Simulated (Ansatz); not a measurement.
Run report: WH₅F₂, geometry relaxation (part 1 of 2)

- system: WH₅F₂, multiplicity 2
- method: UKS PBE/def2-mTZVP (Ansatz 0.2.0)

The input holds or restrains some coordinates. It belongs to a series of runs on one base structure; here: pulled along the bonds that form and break, towards end B. Figures and captions count atoms from 1; the log counts them from 0 in places.

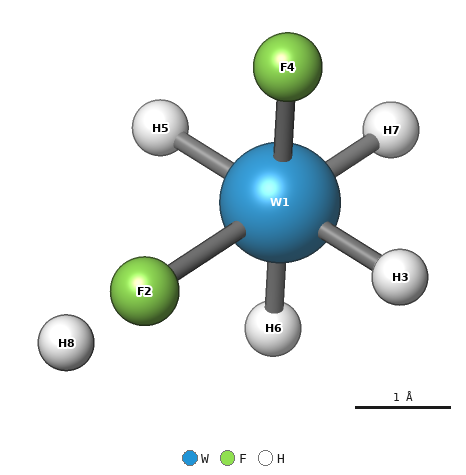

Fig. 1: The input geometry (ball-and-stick view, seen at a tilt; atoms are numbered from 1 in the order of the input). Sticks mark near contacts.

The input
```yaml
crystal:
  periodic: [false, false, false]
  atoms:
    - { symbol: W, position_ang: [0.0, 0.0, 0.0] }
    - { symbol: F, position_ang: [0.0, 0.0, 2.1] }
    - { symbol: H, position_ang: [1.72, 0.0, 0.0] }
    - { symbol: F, position_ang: [0.0, 1.85, 0.0] }
    - { symbol: H, position_ang: [-1.72, 0.0, 0.0] }
    - { symbol: H, position_ang: [0.0, -1.72, 0.0] }
    - { symbol: H, position_ang: [0.0, 0.0, -1.72] }
    - { symbol: H, position_ang: [0.0, 0.0, 3.32] }
magnetization:
  spin_polarized: true
  initial_magnetization: 1
basis:
  gaussian: { orbitals: def2-mTZVP }
hamiltonian:
  xc: pbe
relax:
  f_tol: 0.15
  max_steps: 25
  restrain:
    - { distance: [1, 7], at: 0.92, k: 30.0 }
    - { distance: [0, 1], at: 3.05, k: 30.0 }
output:
  orbitals: {}
```

Hardware: 4 threads of Arm Neoverse V1, 24 GiB of memory available, shared host.

Command:
```bash
ansatz run input.yaml --threads 4 --pin off --max-ram 5120MiB --backend cpu --events-out ev --progress --plain --runs-dir out
```

Output
```
The last accepted step is kept in [file] (removed where the run ends without a failure and the disk answers)
Engine: ansatz 0.2.0, aarch64-unknown-linux-gnu
Functional definition: PBE
  parameter kappa = 0.804
  parameter beta = 0.06672455060314922
  exchange = pbe_x(kappa = kappa, mu = beta*pi^2/3)
  correlation = pbe_c(beta = beta)
848 factors; their error is unknown
mean field evaluation 1: about -7329.7234 eV, gradient 3.0e1 eV
mean field evaluation 2: about -7290.0160 eV, gradient 9.3e1 eV
mean field evaluation 4: about -7333.2770 eV, gradient 6.3e0 eV
mean field evaluation 8: about -7333.4574 eV, gradient 1.5e-1 eV
mean field evaluation 16: about -7333.4451 eV, gradient 4.5e-3 eV
mean field evaluation 32: about -7332.6973 eV, gradient 6.0e-1 eV
mean field evaluation 64: about -7332.5567 eV, gradient 4.6e0 eV
mean field evaluation 96: about -7331.5777 eV, gradient 1.2e1 eV
mean field evaluation 128: about -7332.2544 eV, gradient 7.8e0 eV
mean field evaluation 160: about -7332.9339 eV, gradient 2.2e0 eV
mean field -7333.44514351 eV, -269.4991382362 hartree, gradient 2.0e-5 eV, S^2 0.810194; 9 other end points of the search recorded, 0 dependent functions left out
the calculation of the forces begins
reference -7333.44519187 eV, -269.4991400134 hartree; 19, 18 occupied and 70, 71 virtual orbitals, 848 factors
relax step   1: F+E_penalty+E_count = -7333.44514351 eV  Δ(F+E_penalty+E_count) = +0.000e0 eV  max|allowed force component| = 6.650e0 eV/Å  E_restraint = 14.88750000 eV  max|allowed force component, restraints' pulls added| = 4.415e1 eV/Å  Δτ_max = 0.0000 Å  (527 SCF iters, accepted)
  distance F 1 - H 7 = 1.2200 Å
  distance W 0 - F 1 = 2.1000 Å
these checks for a lower state are left out or cut short: starts, cluster_reference, orbital_swaps, neighbouring_geometries, increment
848 factors; their error is unknown
mean field -7334.89990628 eV, -269.5525997820 hartree, gradient 2.2e-5 eV, S^2 0.768991; 0 other end points of the search recorded, 0 dependent functions left out
[... from here on the field's lines of each further geometry are left out, up to the last ...]
relax step   2: F+E_penalty+E_count = -7334.89990628 eV  Δ(F+E_penalty+E_count) = -1.455e0 eV  max|allowed force component| = 3.087e0 eV/Å  E_restraint = 5.50471593 eV  max|allowed force component, restraints' pulls added| = 2.376e1 eV/Å  Δτ_max = 0.1948 Å  (49 SCF iters, accepted)
relax step   3: F+E_penalty+E_count = -7335.20500307 eV  Δ(F+E_penalty+E_count) = -3.051e-1 eV  max|allowed force component| = 5.958e0 eV/Å  E_restraint = 0.89501724 eV  max|allowed force component, restraints' pulls added| = 7.772e0 eV/Å  Δτ_max = 0.1946 Å  (49 SCF iters, accepted)
relax step   4: F+E_penalty+E_count = -7336.23432590 eV  Δ(F+E_penalty+E_count) = -1.029e0 eV  max|allowed force component| = 2.995e0 eV/Å  E_restraint = 0.03269250 eV  max|allowed force component, restraints' pulls added| = 2.995e0 eV/Å  Δτ_max = 0.1947 Å  (43 SCF iters, accepted)
relax step   5: F+E_penalty+E_count = -7336.92949034 eV  Δ(F+E_penalty+E_count) = -6.952e-1 eV  max|allowed force component| = 1.039e0 eV/Å  E_restraint = 0.00366658 eV  max|allowed force component, restraints' pulls added| = 1.432e0 eV/Å  Δτ_max = 0.1945 Å  (41 SCF iters, accepted)
relax step   6: F+E_penalty+E_count = -7337.20664646 eV  Δ(F+E_penalty+E_count) = -2.772e-1 eV  max|allowed force component| = 4.383e-1 eV/Å  E_restraint = 0.00412241 eV  max|allowed force component, restraints' pulls added| = 4.363e-1 eV/Å  Δτ_max = 0.1929 Å  (40 SCF iters, accepted)
relax step   7: F+E_penalty+E_count = -7337.36599863 eV  Δ(F+E_penalty+E_count) = -1.594e-1 eV  max|allowed force component| = 2.366e-1 eV/Å  E_restraint = 0.00337511 eV  max|allowed force component, restraints' pulls added| = 2.215e-1 eV/Å  Δτ_max = 0.2000 Å  (37 SCF iters, accepted)
relax step   8: F+E_penalty+E_count = -7337.43982473 eV  Δ(F+E_penalty+E_count) = -7.383e-2 eV  max|allowed force component| = 9.717e-1 eV/Å  E_restraint = 0.00305517 eV  max|allowed force component, restraints' pulls added| = 9.734e-1 eV/Å  Δτ_max = 0.1950 Å  (37 SCF iters, accepted)
relax step   9: F+E_penalty+E_count = -7337.50796047 eV  Δ(F+E_penalty+E_count) = -6.814e-2 eV  max|allowed force component| = 3.484e-1 eV/Å  E_restraint = 0.00272262 eV  max|allowed force component, restraints' pulls added| = 2.727e-1 eV/Å  Δτ_max = 0.1996 Å  (37 SCF iters, accepted)
relax step  10: F+E_penalty+E_count = -7337.52513881 eV  Δ(F+E_penalty+E_count) = -1.718e-2 eV  max|allowed force component| = 2.486e-1 eV/Å  E_restraint = 0.00414733 eV  max|allowed force component, restraints' pulls added| = 2.950e-1 eV/Å  Δτ_max = 0.1754 Å  (37 SCF iters, accepted)
relax step  11: F+E_penalty+E_count = -7337.53335091 eV  Δ(F+E_penalty+E_count) = -8.212e-3 eV  max|allowed force component| = 3.148e-1 eV/Å  E_restraint = 0.00292511 eV  max|allowed force component, restraints' pulls added| = 8.072e-2 eV/Å  Δτ_max = 0.0974 Å  (34 SCF iters, accepted)
relax step  12: F+E_penalty+E_count = -7337.52231070 eV  Δ(F+E_penalty+E_count) = +1.104e-2 eV  max|allowed force component| = 1.626e0 eV/Å  E_restraint = 0.05023093 eV  max|allowed force component, restraints' pulls added| = 3.146e0 eV/Å  Δτ_max = 0.1649 Å  (38 SCF iters, rejected (line search))
relax step  13: F+E_penalty+E_count = -7337.54551836 eV  Δ(F+E_penalty+E_count) = -1.217e-2 eV  max|allowed force component| = 2.907e-1 eV/Å  E_restraint = 0.00880425 eV  max|allowed force component, restraints' pulls added| = 9.247e-1 eV/Å  Δτ_max = 0.0804 Å  (34 SCF iters, accepted)
relax step  14: F+E_penalty+E_count = -7337.56147884 eV  Δ(F+E_penalty+E_count) = -1.596e-2 eV  max|allowed force component| = 1.507e-1 eV/Å  E_restraint = 0.00452539 eV  max|allowed force component, restraints' pulls added| = 3.747e-1 eV/Å  Δτ_max = 0.1000 Å  (32 SCF iters, accepted)
relax step  15: F+E_penalty+E_count = -7337.58225968 eV  Δ(F+E_penalty+E_count) = -2.078e-2 eV  max|allowed force component| = 2.131e-1 eV/Å  E_restraint = 0.00402574 eV  max|allowed force component, restraints' pulls added| = 2.799e-1 eV/Å  Δτ_max = 0.1500 Å  (34 SCF iters, accepted)
relax step  16: F+E_penalty+E_count = -7337.60460949 eV  Δ(F+E_penalty+E_count) = -2.235e-2 eV  max|allowed force component| = 2.281e-1 eV/Å  E_restraint = 0.00464515 eV  max|allowed force component, restraints' pulls added| = 3.085e-1 eV/Å  Δτ_max = 0.2000 Å  (37 SCF iters, accepted)
relax step  17: F+E_penalty+E_count = -7337.62106994 eV  Δ(F+E_penalty+E_count) = -1.646e-2 eV  max|allowed force component| = 3.527e-1 eV/Å  E_restraint = 0.00335742 eV  max|allowed force component, restraints' pulls added| = 1.620e-1 eV/Å  Δτ_max = 0.2000 Å  (32 SCF iters, accepted)
relax step  18: F+E_penalty+E_count = -7337.62863014 eV  Δ(F+E_penalty+E_count) = -7.560e-3 eV  max|allowed force component| = 6.549e-1 eV/Å  E_restraint = 0.00165054 eV  max|allowed force component, restraints' pulls added| = 3.500e-1 eV/Å  Δτ_max = 0.1375 Å  (34 SCF iters, accepted)
relax step  19: F+E_penalty+E_count = -7337.59156419 eV  Δ(F+E_penalty+E_count) = +3.707e-2 eV  max|allowed force component| = 9.792e-1 eV/Å  E_restraint = 0.02732308 eV  max|allowed force component, restraints' pulls added| = 2.256e0 eV/Å  Δτ_max = 0.1921 Å  (38 SCF iters, rejected (line search))
relax step  20: F+E_penalty+E_count = -7337.62907075 eV  Δ(F+E_penalty+E_count) = -4.406e-4 eV  max|allowed force component| = 2.636e-1 eV/Å  E_restraint = 0.01153101 eV  max|allowed force component, restraints' pulls added| = 1.079e0 eV/Å  Δτ_max = 0.0935 Å  (33 SCF iters, rejected (line search))
relax step  21: F+E_penalty+E_count = -7337.63488430 eV  Δ(F+E_penalty+E_count) = -6.254e-3 eV  max|allowed force component| = 4.199e-1 eV/Å  E_restraint = 0.00338475 eV  max|allowed force component, restraints' pulls added| = 3.491e-2 eV/Å  Δτ_max = 0.0455 Å  (32 SCF iters, accepted)
relax step  22: F+E_penalty+E_count = -7337.63863643 eV  Δ(F+E_penalty+E_count) = -3.752e-3 eV  max|allowed force component| = 1.958e-1 eV/Å  E_restraint = 0.01080462 eV  max|allowed force component, restraints' pulls added| = 9.940e-1 eV/Å  Δτ_max = 0.0974 Å  (32 SCF iters, rejected (line search))
relax step  23: F+E_penalty+E_count = -7337.63771213 eV  Δ(F+E_penalty+E_count) = -2.828e-3 eV  max|allowed force component| = 2.865e-1 eV/Å  E_restraint = 0.00468711 eV  max|allowed force component, restraints' pulls added| = 2.387e-1 eV/Å  Δτ_max = 0.0479 Å  (33 SCF iters, accepted)
the calculation of the forces begins
reference -7337.63784100 eV, -269.6532170273 hartree; 19, 18 occupied and 70, 71 virtual orbitals, 848 factors
relax step  24: F+E_penalty+E_count = -7337.63779837 eV  Δ(F+E_penalty+E_count) = -8.623e-5 eV  max|allowed force component| = 4.417e-1 eV/Å  E_restraint = 0.00348472 eV  max|allowed force component, restraints' pulls added| = 1.364e-2 eV/Å  Δτ_max = 0.0456 Å  (32 SCF iters, accepted)
  distance F 1 - H 7 = 0.9351 Å
  distance W 0 - F 1 = 3.0481 Å
848 factors; their error is unknown
mean field evaluation 352: about -7337.6378 eV, gradient 1.2e-5 eV
```

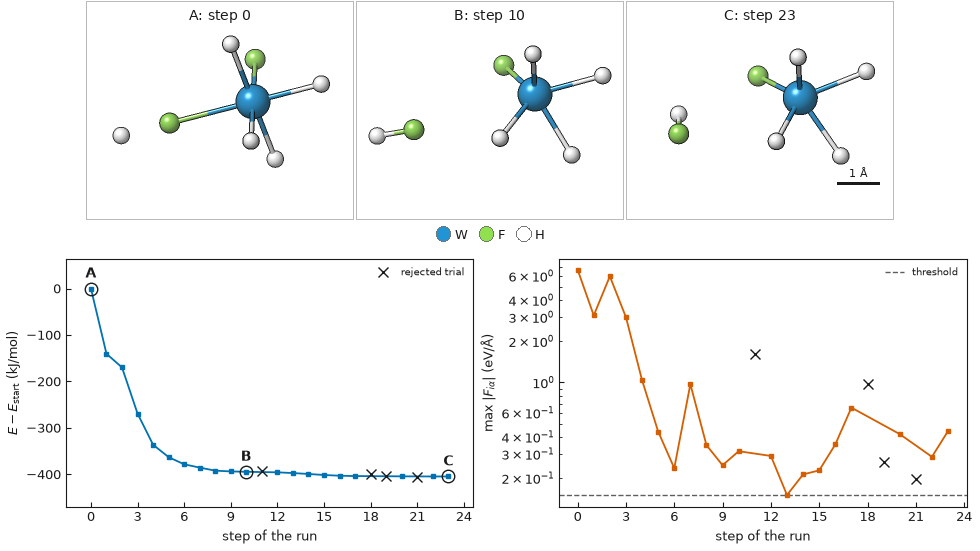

Fig. 2: Frames of the restrained relaxation (ball-and-stick view, seen at a tilt) above the curves, on which the letters mark them (the first geometry is step 0 here and step 1 in the log).

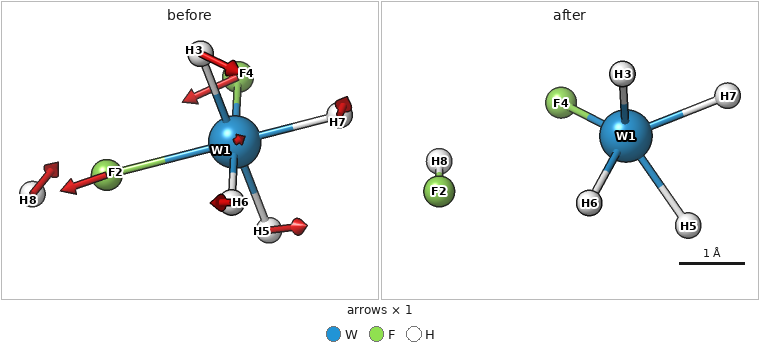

Fig. 3: Before (left) and after (right) the restrained relaxation, at one scale (ball-and-stick view, seen at a tilt). The red arrows give the displacements, at true length. The energy falls by 404.5 kJ/mol in 23 geometry steps. The largest force component goes from 6.6 to 0.44 eV/Å. The line search rejected the trial steps at points 11, 18, 19, 21 (counted from 0) and went back. The largest move after the best rigid fit is that of F4, 0.97 Å. By element the largest moves are F 0.97 Å, H 0.93 Å, W 0.21 Å. Among the contacts that change: W1–F2 2.100 → 3.048 Å, F2–H8 1.220 → 0.935 Å, W1–F4 1.850 → 1.877 Å, W1–H6 1.720 → 1.703 Å. New bonds form: F2–H8 (1.22 → 0.94 Å). Bonds break: W1–F2 (2.10 → 3.05 Å). Among the angles that change: H3–W1–H5 180.0° → 122.7°, F4–W1–H6 180.0° → 123.8°, H6–W1–H7 90.0° → 120.8°. (Atoms are counted from 1 in the order of the input.)

```
mean field -7337.63779837 eV, -269.6532154605 hartree, gradient 1.2e-5 eV, S^2 0.758146; 1 other end points of the search recorded, 0 dependent functions left out
the calculation of the forces begins
reference -7337.63784100 eV, -269.6532170273 hartree; 19, 18 occupied and 70, 71 virtual orbitals, 848 factors
Total energy: -7337.63784100 eV, -269.6532170273 hartree
Atom 0 at    -0.014765     0.092634    -0.178542 Å, force     0.004727    -0.014307     0.063685 eV/Å
Atom 1 at     0.062996    -0.134742     2.860100 Å, force     0.018373    -0.435611    -0.060158 eV/Å
Atom 2 at     1.495769    -0.576646    -0.605538 Å, force    -0.000633     0.000200     0.002181 eV/Å
Atom 3 at    -0.050967     1.640337     0.881952 Å, force    -0.001668     0.003785     0.007569 eV/Å
Atom 4 at    -1.495823    -0.563188    -0.711736 Å, force    -0.003099    -0.000985    -0.002360 eV/Å
Atom 5 at    -0.055190    -1.488639     0.451564 Å, force    -0.001205     0.004507    -0.002632 eV/Å
```
